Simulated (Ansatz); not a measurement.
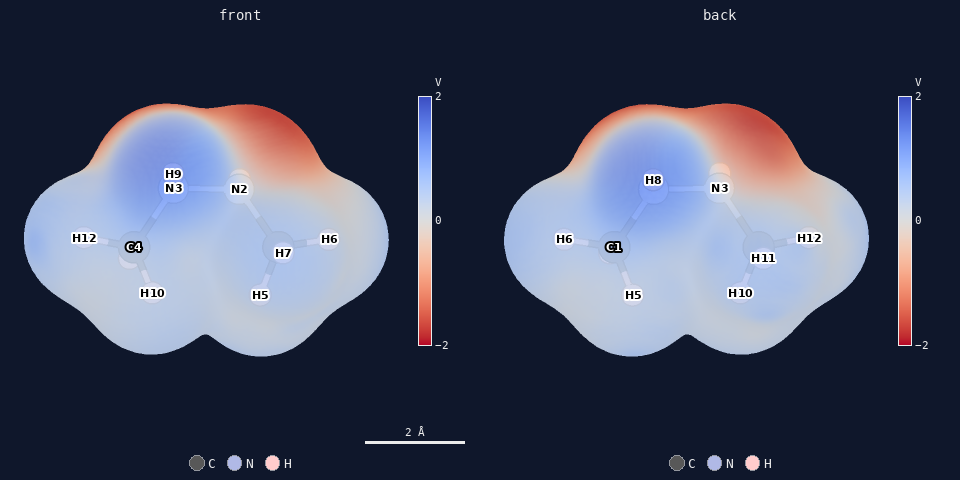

The picture shows: C₂H₈N₂. The molecular electrostatic potential painted on the density surface at 0.002 e/bohr³, seen from the front and from behind; the colour scale runs from red (negative) to blue (positive).

All numbers below come from Ansatz 0.2.0, RKS PBE/def2-SVP.

Input

```
crystal:
  periodic: [false, false, false]
  atoms:
    - { symbol: C, position_ang: [-1.11002, 0.99705, -0.22162] }
    - { symbol: "N", position_ang: [-0.86413, -0.0718, 0.73677] }
    - { symbol: "N", position_ang: [0.47708, -0.46272, 0.92338] }
    - { symbol: C, position_ang: [1.22417, -0.83955, -0.26864] }
    - { symbol: H, position_ang: [-0.87531, 0.74212, -1.26393] }
    - { symbol: H, position_ang: [-2.16392, 1.26109, -0.158] }
    - { symbol: H, position_ang: [-0.51631, 1.86509, 0.06956] }
    - { symbol: H, position_ang: [-1.39076, -0.90278, 0.4775] }
    - { symbol: H, position_ang: [0.95106, 0.29574, 1.40828] }
    - { symbol: H, position_ang: [1.3924, -0.02154, -0.98289] }
    - { symbol: H, position_ang: [0.68509, -1.64147, -0.77517] }
    - { symbol: H, position_ang: [2.19064, -1.22124, 0.05475] }
basis:
  gaussian: { orbitals: def2-SVP }
hamiltonian:
  xc: pbe
relax:
  f_tol: 0.02
  max_steps: 50
output:
  orbitals: {}
```

Run with:

```sh
ansatz run input.yaml --threads 2 --pin off --max-ram 3072MiB --backend cpu --events-out ev --progress --plain --runs-dir out
```

The fields are those of the run's last geometry, not of the input's.

> Describe the electrostatic potential map.

The most negative region (about −1.7 V) lies over N2 and N3, the most positive (about +1.2 V) over H8 and H9.
